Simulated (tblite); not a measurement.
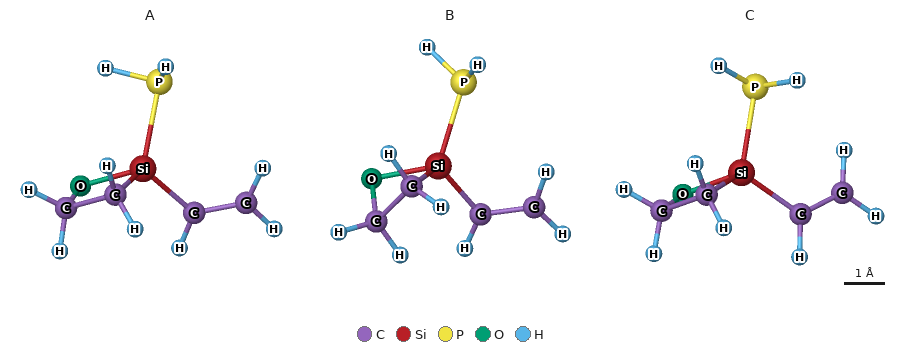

3 geometries from one relaxation of C4H9OPSi, in shuffled order. A ball-and-stick model, seen at a tilt.

Level of theory: GFN2-xTB geometry optimisation, gas phase in tblite 0.8.0. 

Q: Put them in the order of the run, from the start to the converged end.

A: B, A, C. They are steps 0, 50, 129, at +52.6 kcal/mol, +1.99 kcal/mol relative to the last. Over 129 geometry steps the energy falls by 52.6 kcal/mol. The atom that moves furthest after the best rigid fit is an H atom (1.44 Å). Largest moves by element: H 1.44 Å, C 0.64 Å, O 0.62 Å, P 0.43 Å, Si 0.21 Å. Among the contacts that change: H–P 1.462 → 1.383 Å, C–Si 1.819 → 1.888 Å, C–Si 1.858 → 1.921 Å, P–Si 2.187 → 2.243 Å. Bond angles that change, for instance: H–P–H 113.9° → 92.3°, Si–P–H 115.0° → 95.9°, Si–P–H 108.5° → 94.0°. Groups turn about C–Si by about 45°, C–O by about 45°, C–C by about 40°. Cost: 1.7 s on 1 thread of Intel(R) Xeon(R) Platinum 8259CL CPU @ 2.50GHz, on a shared host.
